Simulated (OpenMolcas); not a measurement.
Single-point calculation, with input and output: C2H6Ga (part 1 of 2)

- system: C2H6Ga, multiplicity 2
- method: PBE/6-31G*, UKS (OpenMolcas 26.06)

A bond length was changed on purpose from its optimised value.

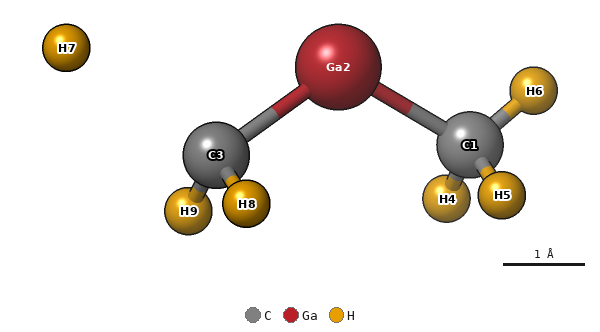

Fig. 1: The input geometry (ball-and-stick view, seen at a tilt; atoms are numbered from 1 in the order of the input). Sticks mark near contacts. Bond lengths as drawn: C–Ga 2.00 Å and C–H 1.09 Å.

## Summary

| quantity | value |
| --- | --- |
| outcome | converged |
| total energy | −2003.778189 hartree |
| basis functions | 72 |
| ⟨S²⟩ | 0.759 |
| dipole moment | 2.65 debye |
| hardware | 1 thread of Intel Xeon @ 2.50GHz (Skylake/Cascade Lake), 96 GiB of memory available, shared host |
| wall time | 77 s |
| peak memory | 0.42 GiB |

## Input
```
* C2H6Ga Kohn-Sham DFT

&GATEWAY
 BasLib
 $CurrDir
 Coord
 coord.xyz
 Basis
 6-31Gs
 Group
 NoSym

&SEWARD
 GridInput
 Grid=UltraFine
 End of Grid

&SCF
 UHF
 Spin
 2
 KSDFT
 PBE
 Thresholds
 1e-10 1e-07 1e-07 1e-05
 PrOrbitals
 1 1
```

## File coord.xyz
```
9

C     -2.360274     1.591679    -0.357829
Ga    -0.657024     0.814219     0.339901
C      0.160296    -0.710951    -0.659159
H     -3.127944     0.811169    -0.355649
H     -2.206124     1.908359    -1.394209
H     -2.716344     2.439999     0.225071
H      2.201980    -1.496820     0.318200
H      0.355726    -0.393371    -1.688359
H     -0.559534    -1.535021    -0.692839
```

Launched with:
```bash
export MOLCAS_MEM=1860
pymolcas test.inp > test.log
```

## The program's output
```
--- Start Module: gateway ---

                                              &GATEWAY

                       available to each process: 1.9 GB of memory, 1 thread

 Basis Set     1 Label: C.6-31GS
 Basis set is read from library:.
 basistype.tbl is not found

 Basis Set     2 Label: GA.6-31GS
 Basis set is read from library:.
 basistype.tbl is not found

 Basis Set     3 Label: C.6-31GS
 Basis set is read from library:.
 basistype.tbl is not found

 Basis Set     4 Label: H.6-31GS
 Basis set is read from library:.
 basistype.tbl is not found

++    Symmetry information:
      ---------------------

                    Character Table for C1

                             E
                    a        1  x, y, xy, Rz, z, xz, Ry, yz, Rx, I
--

++    Basis set information:
      ----------------------

      Basis set label: C.6-31GS.........

      Electronic valence basis set:
      ------------------
      Associated Effective Charge   6.000000 au
      Associated Actual Charge      6.000000 au
      Nuclear Model: Point charge

      Shell  nPrim  nBasis  Cartesian Spherical Contaminant
         s      10       3        X
         p       4       2        X
         d       1       1                 X

      Basis set label: GA.6-31GS.........

      Electronic valence basis set:
      ------------------
      Associated Effective Charge  31.000000 au
      Associated Actual Charge     31.000000 au
      Nuclear Model: Point charge

      Shell  nPrim  nBasis  Cartesian Spherical Contaminant
         s      22       5        X
         p      16       4        X
         d       5       3                 X

      Basis set label: C.6-31GS.........

      Electronic valence basis set:
      ------------------
      Associated Effective Charge   6.000000 au
      Associated Actual Charge      6.000000 au
      Nuclear Model: Point charge

      Shell  nPrim  nBasis  Cartesian Spherical Contaminant
         s      10       3        X
         p       4       2        X
         d       1       1                 X

      Basis set label: H.6-31GS.........

      Electronic valence basis set:
      ------------------
      Associated Effective Charge   1.000000 au
      Associated Actual Charge      1.000000 au
      Nuclear Model: Point charge

      Shell  nPrim  nBasis  Cartesian Spherical Contaminant
         s       4       2        X
--

++    Molecular structure info:
      -------------------------

                    ************************************************
                    **** Cartesian Coordinates / bohr, angstrom ****
                    ************************************************

     Center  Label                x              y              z                     x              y              z
        1      C1              -4.460271       3.007837      -0.676199             -2.360274       1.591679      -0.357829
        2      GA2             -1.241595       1.538651       0.642320             -0.657024       0.814219       0.339901
        3      C3               0.302916      -1.343503      -1.245630              0.160296      -0.710951      -0.659159
        4      H4              -5.910957       1.532887      -0.672079             -3.127944       0.811169      -0.355649
        5      H5              -4.168970       3.606276      -2.634673             -2.206124       1.908359      -1.394209
        6      H6              -5.133146       4.610930       0.425323             -2.716344       2.439999       0.225071
        7      H7               4.161139      -2.828580       0.601311              2.201980      -1.496820       0.318200
        8      H8               0.672225      -0.743363      -3.190536              0.355726      -0.393371      -1.688359
        9      H9              -1.057366      -2.900769      -1.309276             -0.559534      -1.535021      -0.692839

                    ***************************************
                    *    InterNuclear Distances / bohr    *
                    ***************************************

               1 C1            2 GA2           3 C3            4 H4            5 H5            6 H6
    1 C1       0.000000
    2 GA2      3.775828        0.000000
    3 C3       6.476601        3.775802        0.000000
    4 H4       2.068812        4.850837        6.871302        0.000000
    5 H5       2.068479        4.856262        6.813774        3.344433        0.000000
    6 H6       2.058158        4.962878        8.233961        3.359111        3.361925        0.000000
    7 H7      10.489257        6.947224        4.527972       11.049482       11.012251       11.906344
    8 H8       6.836367        4.853976        2.068627        7.406904        6.531884        8.685921
    9 H9       6.847787        4.852949        2.068694        6.604595        7.333512        8.720461

               7 H7            8 H8            9 H9
    7 H7       0.000000
    8 H8       5.558665        0.000000
    9 H9       5.557729        3.344402        0.000000

                    *******************************************
                    *    InterNuclear Distances / angstrom    *
                    *******************************************

               1 C1            2 GA2           3 C3            4 H4            5 H5            6 H6
    1 C1       0.000000
    2 GA2      1.998082        0.000000
    3 C3       3.427270        1.998068        0.000000
    4 H4       1.094768        2.566952        3.636137        0.000000
    5 H5       1.094592        2.569823        3.605694        1.769798        0.000000
    6 H6       1.089130        2.626242        4.357225        1.777565        1.779054        0.000000
    7 H7       5.550676        3.676313        2.396100        5.847134        5.827432        6.300566
    8 H8       3.617650        2.568613        1.094670        3.919565        3.456524        4.596391
    9 H9       3.623693        2.568070        1.094706        3.495001        3.880727        4.614669

               7 H7            8 H8            9 H9
    7 H7       0.000000
    8 H8       2.941519        0.000000
    9 H9       2.941023        1.769781        0.000000

                    **************************************
                    *    Valence Bond Angles / degree    *
                    **************************************
                          Atom centers                 Phi
                      4 H4       1 C1       5 H5       107.87
                      4 H4       1 C1       6 H6       108.97
                      5 H5       1 C1       6 H6       109.11
                      8 H8       3 C3       9 H9       107.87
--

            Nuclear Potential Energy            163.61175158 au

--- Stop Module: gateway /rc=_RC_ALL_IS_WELL_ ---

--- Start Module: seward ---

                                              &SEWARD

                       available to each process: 1.9 GB of memory, 1 thread

               SEWARD will generate:
                  Multipole Moment integrals up to order  2
                  Kinetic Energy integrals
                  Nuclear Attraction integrals (point charge)
                  One-Electron Hamiltonian integrals
                  Velocity integrals
                  Orbital angular momentum around ( -1.4852   1.3067   0.1453 )
                  Velocity quadrupole around ( -1.4852   1.3067   0.1453 )
                  Two-Electron Repulsion integrals

                   Integrals are discarded if absolute value <: 1.00E-14
                   Integral cutoff threshold is set to       <: 1.00E-16

            Nuclear Potential Energy            163.61175158 au

      Basis set specifications :
      Symmetry species         a
      Basis functions           72

--- Stop Module: seward /rc=_RC_ALL_IS_WELL_ ---
--- Module seward spent 2 seconds ---

--- Start Module: scf ---

                                                &SCF

                       available to each process: 1.9 GB of memory, 1 thread

++    Input section:
      --------------

      Header of the integral files:

      Cartesian coordinates in angstrom:
      -----------------------------------------------------
      No.  Label        X            Y            Z
      -----------------------------------------------------
       1   C1        -2.36027400   1.59167900  -0.35782900
       2   GA2       -0.65702400   0.81421900   0.33990100
       3   C3         0.16029600  -0.71095100  -0.65915900
       4   H4        -3.12794400   0.81116900  -0.35564900
       5   H5        -2.20612400   1.90835900  -1.39420900
       6   H6        -2.71634400   2.43999900   0.22507100
       7   H7         2.20198000  -1.49682000   0.31820000
       8   H8         0.35572600  -0.39337100  -1.68835900
       9   H9        -0.55953400  -1.53502100  -0.69283900
      -----------------------------------------------------
      Nuclear repulsion energy =  163.61175158
--

++    Orbital specifications:
      -----------------------

      Symmetry species               1
                                     a
      Frozen orbitals                0
      Occupied orbitals alpha       25
      Occupied orbitals beta        24
      Secondary orbitals alpha      47
      Secondary orbitals beta       48
      Deleted orbitals               0
      Total number of orbitals      72
      Number of basis functions     72
--

      Molecular charge                           0.000

      Numerical integration parameters
      --------------------------------
      Radial quadrature type:                         MHL
      Size of radial grid:                            99
      Lebedev angular grid:                           41
      Angular grid pruned with the crowding factor:  1.00E+10
                                 and fading factor:  1.00E+01
      Screening threshold for integral computation:   1.00E-11
      Radial quadrature accuracy:                     1.00E-25
      Maximum batch size:                             128
      AO values are stored on disk
      The same grid will be used for all iterations.

      DFT functional specifications
      -----------------------------
      Using Libxc version: 6.2.2
      Please cite the following reference:
      S. Lehtola, C. Steigemann, M. J.T. Oliveira, and M. A.L. Marques.,  SoftwareX 7, 1–5 (2018) doi:10.1016/j.softx.2017.11.002

      * Perdew, Burke & Ernzerhof
        - J. P. Perdew, K. Burke, and M. Ernzerhof.,  Phys. Rev. Lett. 77, 3865 (1996) doi:10.1103/PhysRevLett.77.3865
        - J. P. Perdew, K. Burke, and M. Ernzerhof.,  Phys. Rev. Lett. 78, 1396 (1997) doi:10.1103/PhysRevLett.78.1396
      * Perdew, Burke & Ernzerhof
        - J. P. Perdew, K. Burke, and M. Ernzerhof.,  Phys. Rev. Lett. 77, 3865 (1996) doi:10.1103/PhysRevLett.77.3865
        - J. P. Perdew, K. Burke, and M. Ernzerhof.,  Phys. Rev. Lett. 78, 1396 (1997) doi:10.1103/PhysRevLett.78.1396

++    Optimization specifications:
      ----------------------------

      SCF Algorithm: Conventional USCF
      D(i)-D(i-1) density differences are used
      Number of density matrices in core                 5
      Maximum number of NDDO SCF iterations            400
      Maximum number of HF SCF iterations              400
      Threshold for SCF energy change             1.00E-10
      Threshold for density matrix                1.00E-07
      Threshold for Fock matrix                   1.00E-07
      Threshold for linear dependence             1.00E-09
      Threshold at which DIIS is turned on        1.50E-01
      Maximum depth in the DIIS procedure                5
      Maximum depth in the BFGS Hessian update          30
      Threshold at which QNR/C2DIIS is turned on  7.50E-02
      Threshold for Norm(delta) (QNR/C2DIIS)      1.00E-05
      All orbitals punched on: UHFORB
--

      Input vectors read from INPORB
      Orbital file label: *Guess orbitals

++ Convergence information
                               UHF PBE        iterations: Energy and convergence statistics

Iter     Tot. PBE        One-elec.       Two-elec.     Energy      Max Dij or  Max Fij      DNorm      TNorm      AccCon     Time
         Energy          Energy          Energy        Change      Delta Norm                                                in Sec.

 The total and one-electron energies are shifted by a value of      2000. a.u.
```
